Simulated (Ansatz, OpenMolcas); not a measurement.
**Loss of CH4: C2H6N → CH2N + CH4**

Species: C2H6N `C[N]C`, doublet; CH2N `C=[N]`, doublet; CH4 (methane) `C`, singlet. 

Shapes, held fixed at every level: PBE0-D4/def2-TZVP. Programs: Ansatz 0.2.0, OpenMolcas 26.06. The zero-point and thermal change to 298 K, harmonic and unscaled (PBE0-D4/def2-TZVP), is -13.7 kJ/mol.

```
                             level                    kind  ΔH(298 K) (kJ/mol)
                 PBE-D4/def2-TZVPP                     GGA               +21.0
              r2SCAN-D4/def2-TZVPP                meta-GGA               +18.9
B3LYP/6-31G* (spherical functions)           global hybrid               +10.3
               B3LYP-D4/def2-TZVPP           global hybrid                +6.4
               BHLYP-D4/def2-TZVPP           global hybrid               +15.2
                PBE0-D4/def2-TZVPP           global hybrid               +29.4
                wB97X-V/def2-TZVPP  range-separated hybrid               +20.1
                 B2PLYP/def2-TZVPP           double hybrid                +1.7
```

B2PLYP/def2-TZVPP gives ΔH(298 K) = +1.7 kJ/mol; the levels span +1.7 to +29.4. That is about zero within the method's error. The median of the levels is +17.0. No measured value is set beside it here. Spin contamination: CH2N (⟨S²⟩ up to 0.93). Open shells run unrestricted unless RO is named.

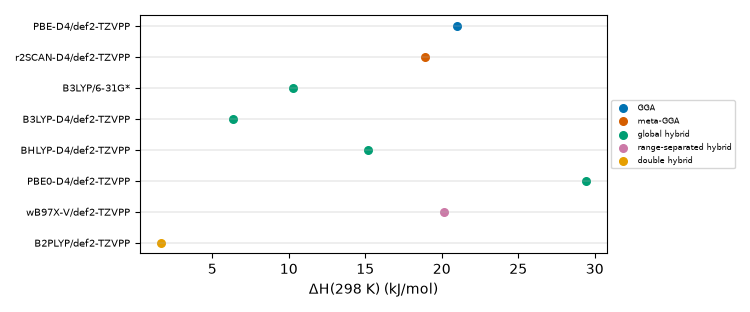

The values of the table, level by level.
